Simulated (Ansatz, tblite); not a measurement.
**[ICl2]-: spin-state energies by level**

Is the singlet the ground state of [ICl2]-? Other spin states are computed and compared level by level.

Computed with Ansatz 0.2.0, Gaussian basis. Level: as each input shows.

Plan: triplet, at the geometry of the singlet (GFN1-xTB, GFN2-xTB, PBE0-D4/def2-TZVPD, PBE-D4/def2-TZVPD, r2SCAN-D4/def2-TZVPD); the singlet's energies come from earlier runs.

2 further runs of the same task are left out: 2 set aside as unsound or not needed.

### 1 The geometry

The singlet was relaxed beforehand with r2SCAN-D4/def2-TZVPD.

3 atoms, charge -1, spin multiplicity 1.

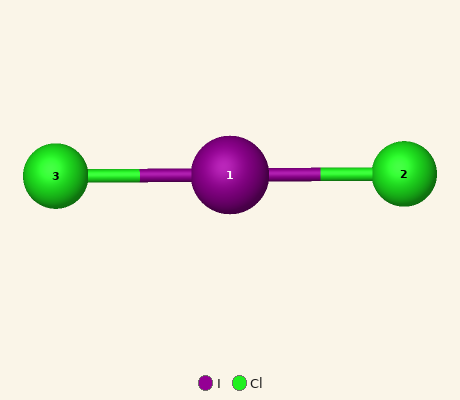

The structure; iodine purple, chlorine green; atoms are numbered from 1 in the order of the file.

I takes a core potential in the def2 sets. No spin-orbit coupling is included. The ion is computed in the gas phase, without counter-ions or solvent.

### 2 Triplet at the fixed geometry, GFN1-xTB

Tight binding, by tblite at 300 K electronic temperature and without a spin-polarisation term:

```python
tblite.interface.Calculator('GFN1-xTB', numbers, positions, charge=-1, uhf=2).singlepoint()
```

Energy -343.5330 eV; 0.002 s.

### 3 Triplet at the fixed geometry, GFN2-xTB

Tight binding, by tblite at 300 K electronic temperature and without a spin-polarisation term:

```python
tblite.interface.Calculator('GFN2-xTB', numbers, positions, charge=-1, uhf=2).singlepoint()
```

Energy -355.9508 eV; 0.002 s.

### 4 Triplet at the fixed geometry, PBE0-D4/def2-TZVPD

Input file in.yaml:

```yaml
crystal:
  periodic: [false, false, false]
  atoms:
    - {symbol: I, position_ang: [0.000056, 0.000032, -0.000121]}
    - {symbol: Cl, position_ang: [-0.018726, -0.023697, 2.581633]}
    - {symbol: Cl, position_ang: [0.018670, 0.023664, -2.581512]}
basis:
  gaussian: {orbitals: def2-TZVPD}
total_charge: -1
magnetization: {spin_polarized: true, initial_magnetization: 2}
hamiltonian: {xc: pbe0, dispersion: d4}
scf: {omitted_lower_state_checks: [starts]}
output: {orbitals: {seedname: orbitals}}
```

Command:

```
> ansatz run in.yaml --threads 2 --pin off --events-out ev --progress --plain --max-ram 4352MiB
```

Log:

```text
Functional definition: PBE0
  name "PBE0"
  cite "Adamo & Barone, J. Chem. Phys. 110, 6158 (1999) doi:10.1063/1.478522"
  cite "Perdew, Burke & Ernzerhof, Phys. Rev. Lett. 77, 3865 (1996) doi:10.1103/PhysRevLett.77.3865"
  parent pbe
  parameter a = 0.25
  parameter kappa = 0.804
  parameter beta = 0.06672455060314922
  exchange = (1 - a)*pbe_x(kappa = kappa, mu = beta*pi^2/3) + a*exact_x
  correlation = pbe_c(beta = beta)
these checks for a lower state are left out or cut short: starts
1075 factors; their error is unknown
mean field evaluation 1: about -33138.5640 eV, gradient 1.4e1 eV
mean field evaluation 2: about -33136.7517 eV, gradient 2.3e1 eV
mean field evaluation 4: about -33139.8183 eV, gradient 6.3e-1 eV
mean field evaluation 8: about -33140.1117 eV, gradient 2.4e-1 eV
mean field evaluation 16: about -33140.1120 eV, gradient 1.4e-5 eV
mean field -33140.11199737 eV, -1217.8766527287 hartree, gradient 5.0e-6 eV, S^2 2.006150; 0 other end points of the search recorded, 0 dependent functions left out
reference -33140.11203968 eV, -1217.8766542834 hartree; 31, 29 occupied and 120, 122 virtual orbitals, 1075 factors
Total energy: -33140.19283724 eV, -1217.8796235391 hartree
Checks for a lower state left out: starts
```

Wall time 30 s (2 threads of Arm Neoverse V2, shared host); peak memory 0.71 GiB.

HOMO -0.04 eV, LUMO -0.88 eV (over both spins; with the spin held, an empty level of the minority spin lies below the top filled one); ⟨S²⟩ 2.006 (pure: 2.00).

### 5 Triplet at the fixed geometry, PBE-D4/def2-TZVPD

start.molden holds the orbitals of an earlier run on this state, given as this run's starting guess.

in.yaml, as its differences from that of step 4:

```diff
@@ -7,6 +7,6 @@
 basis:
-  gaussian: {orbitals: def2-TZVPD}
+  gaussian: {orbitals: def2-TZVPD, initial_orbitals: start.molden}
 total_charge: -1
 magnetization: {spin_polarized: true, initial_magnetization: 2}
-hamiltonian: {xc: pbe0, dispersion: d4}
+hamiltonian: {xc: pbe, dispersion: d4}
 scf: {omitted_lower_state_checks: [starts]}
```

Same command.

Log:

```text
Functional definition: PBE
  name "PBE"
  cite "Perdew, Burke & Ernzerhof, Phys. Rev. Lett. 77, 3865 (1996) doi:10.1103/PhysRevLett.77.3865"
  parent pbe
  parameter kappa = 0.804
  parameter beta = 0.06672455060314922
  exchange = pbe_x(kappa = kappa, mu = beta*pi^2/3)
  correlation = pbe_c(beta = beta)
these checks for a lower state are left out or cut short: starts
974 factors; their error is unknown
mean field evaluation 1: about -33137.7466 eV, gradient 8.5e0 eV
mean field evaluation 2: about -33137.8525 eV, gradient 2.3e-1 eV
mean field evaluation 4: about -33137.8421 eV, gradient 9.1e-2 eV
mean field evaluation 8: about -33137.8421 eV, gradient 1.2e-5 eV
mean field evaluation 16: about -33137.8421 eV, gradient 4.6e-6 eV
mean field -33137.84210129 eV, -1217.7932355863 hartree, gradient 4.6e-6 eV, S^2 2.002268; 0 other end points of the search recorded, 0 dependent functions left out
reference -33137.84215640 eV, -1217.7932376116 hartree; 31, 29 occupied and 120, 122 virtual orbitals, 974 factors
Total energy: -33137.93741818 eV, -1217.7967384176 hartree
Checks for a lower state left out: starts
```

Wall time 13 s (2 threads of Arm Neoverse V2, shared host).

HOMO 1.00 eV, LUMO -1.47 eV (over both spins; with the spin held, an empty level of the minority spin lies below the top filled one); ⟨S²⟩ 2.002 (pure: 2.00). Doubts: highest occupied level lies above zero.

### 6 Triplet at the fixed geometry, r2SCAN-D4/def2-TZVPD

in.yaml, as its differences from that of step 5:

```diff
@@ -10,3 +10,3 @@
 magnetization: {spin_polarized: true, initial_magnetization: 2}
-hamiltonian: {xc: pbe, dispersion: d4}
+hamiltonian: {xc: r2scan, dispersion: d4}
 scf: {omitted_lower_state_checks: [starts]}
```

Launched as before.

Log:

```text
Functional definition: r2SCAN
  name "r2SCAN"
  cite "Furness, Kaplan, Ning, Perdew & Sun, J. Phys. Chem. Lett. 11, 8208 (2020) doi:10.1021/acs.jpclett.0c02405"
  cite "Furness, Kaplan, Ning, Perdew & Sun, J. Phys. Chem. Lett. 11, 9248 (2020) doi:10.1021/acs.jpclett.0c03077"
  parent r2scan
  parameter k0 = 0.174
  parameter k1 = 0.065
  parameter a1 = 4.9479
  exchange = r2scan_x(k0 = k0, k1 = k1, a1 = a1)
  correlation = r2scan_c
these checks for a lower state are left out or cut short: starts
974 factors; their error is unknown
mean field evaluation 1: about -33149.6071 eV, gradient 6.5e0 eV
mean field evaluation 2: about -33149.6462 eV, gradient 1.0e-1 eV
mean field evaluation 4: about -33149.6305 eV, gradient 2.0e-3 eV
mean field evaluation 8: about -33149.6305 eV, gradient 8.1e-5 eV
mean field -33149.63053786 eV, -1218.2264526396 hartree, gradient 3.1e-6 eV, S^2 2.006425; 0 other end points of the search recorded, 0 dependent functions left out
reference -33149.63058549 eV, -1218.2264543901 hartree; 31, 29 occupied and 120, 122 virtual orbitals, 974 factors
Total energy: -33149.65016229 eV, -1218.2271738242 hartree
Checks for a lower state left out: starts
```

Run time: 17 s. Hardware: 2 threads of Arm Neoverse V2, shared host.

Report: HOMO 0.83 eV, LUMO -1.44 eV (over both spins; with the spin held, an empty level of the minority spin lies below the top filled one); ⟨S²⟩ 2.006 (pure: 2.00). Doubts: highest occupied level lies above zero.

### 7 Triplet less singlet, vertical

The singlet's energies are those of its earlier runs, whose logs aren't repeated here.

| level | triplet less singlet, vertical (kJ/mol) | time |
| --- | --- | --- |
| GFN1-xTB | +391.6 | 0.005 s |
| GFN2-xTB | +320.1 | 0.004 s |
| PBE-D4/def2-TZVPD | +254.2 | 14 s |
| r2SCAN-D4/def2-TZVPD | +262.3 | 21 s |
| PBE0-D4/def2-TZVPD | +269.7 | 33 s |

Times add the two runs; a level without a time comes out of a correlated run. Tight binding without a spin term can't rank spin states.

### 8 Results

```
                                                 quantity                                       value
triplet less singlet, vertical, functionals in def2-TZVPD  +254.2 (PBE-D4) to +269.7 kJ/mol (PBE0-D4)
```

What this shows: All functionals put the triplet above the singlet, over a spread of 15.4 kJ/mol. The checks for a lower triplet were left out, so another state of that spin may lie lower. These are electronic energies, without zero-point motion, entropy or surroundings.
